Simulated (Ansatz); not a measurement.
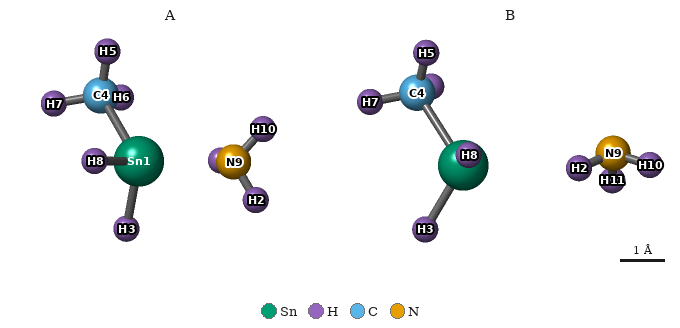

Two geometries of CH8NSn (multiplicity 2), drawn at one scale. One is the start of a relaxation, the other its converged end. A ball-and-stick model, seen from a free direction.

These are results of Ansatz 0.2.0, UKS r2SCAN/def2-SVP, not measurements. (collinear spin; force threshold 0.03 eV/Å; at most 50 steps)

Question: Which one is relaxed?

Answer: Structure A is the relaxed one. The run prepares an end point of a later path (reaction) calculation, from a guessed geometry. Over 19 accepted moves (21 points after the start) the energy falls by 6.09 kcal/mol. Largest force component: 0.62 eV/Å at the start, 0.023 eV/Å at the end. The line search rejected the trial steps at points 2, 3 of the run. H10 moves most after the best rigid fit: 1.36 Å. Largest moves by element: H 1.36 Å, N 0.98 Å, C 0.55 Å, Sn 0.50 Å. Among the contacts that change: Sn1–N9 3.920 → 2.872 Å, Sn1–H8 1.729 → 1.765 Å, H2–N9 1.042 → 1.021 Å, Sn1–H3 1.730 → 1.740 Å. Among the angles between lasting bonds that change: C4–Sn1–H8 109.9° → 105.0°, H3–Sn1–C4 110.3° → 107.2°, H2–N9–H10 104.4° → 106.7°. Groups turn about Sn1–C4 by about 35°. Cost: 53 s on 4 threads of Arm Neoverse V2, on a shared host, peak memory 0.22 GiB.

Limits of the set-up: the start holds two separate molecules, 2.9 Å apart at their closest, whose relative position is a soft coordinate and is computed without a dispersion correction.
